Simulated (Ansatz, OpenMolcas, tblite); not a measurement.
# CH2F3Si (SMILES [CH2][Si](F)(F)F): the energy, rung by rung

CH2F3Si: 7 atoms, total charge 0, spin state doublet. SMILES: `[CH2][Si](F)(F)F`. Geometry: relaxed at PBE0-D4/def2-TZVP.

```jsonl
{"atom": "C", "x (Å)": "-0.6918", "y (Å)": "0.4017", "z (Å)": "0.7635"}
{"atom": "Si", "x (Å)": "0.4429", "y (Å)": "-0.2609", "z (Å)": "-0.4835"}
{"atom": "F", "x (Å)": "0.0094", "y (Å)": "0.1785", "z (Å)": "-1.9342"}
{"atom": "F", "x (Å)": "0.4954", "y (Å)": "-1.8380", "z (Å)": "-0.4811"}
{"atom": "F", "x (Å)": "1.9169", "y (Å)": "0.2413", "z (Å)": "-0.2366"}
{"atom": "H", "x (Å)": "-1.7311", "y (Å)": "0.6162", "z (Å)": "0.5422"}
{"atom": "H", "x (Å)": "-0.3804", "y (Å)": "0.5931", "z (Å)": "1.7841"}
```

Each level gives the energy change with the C1–H7 bond stretched from 1.084 to 1.409 Å (eV). The values are calculated.

```csv
level,kind,program,value (eV)
GFN2-xTB,semi-empirical,tblite,0.99
UHF/def2-SVP,Hartree–Fock,Ansatz,1.17
USVWN5/def2-SVP,LDA,Ansatz,0.91
UPBE/def2-SVP,GGA,OpenMolcas,0.93
U-r2SCAN/def2-SVP,meta-GGA,Ansatz,1.01
UM06-2X/def2-SVP,hybrid meta-GGA,OpenMolcas,1.05
UCAM-B3LYP/def2-SVP,range-separated hybrid,Ansatz,1.03
UMP2/def2-SVP,perturbation theory,Ansatz,1.10
UBCCD(T)/def2-SVP,coupled cluster or CI,Ansatz,1.01
```

The first shape isn't each level's own minimum. The values span 0.91 to 1.17 eV.

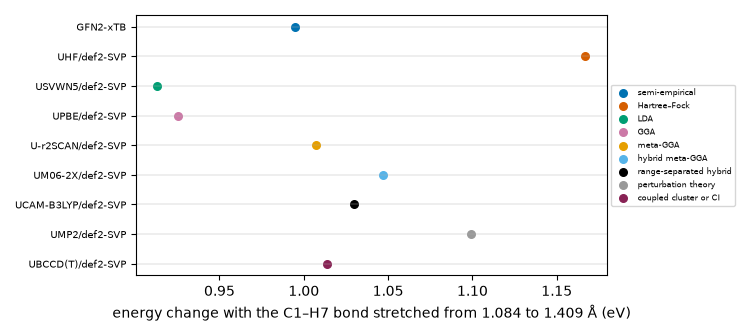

The values of the table, level by level.
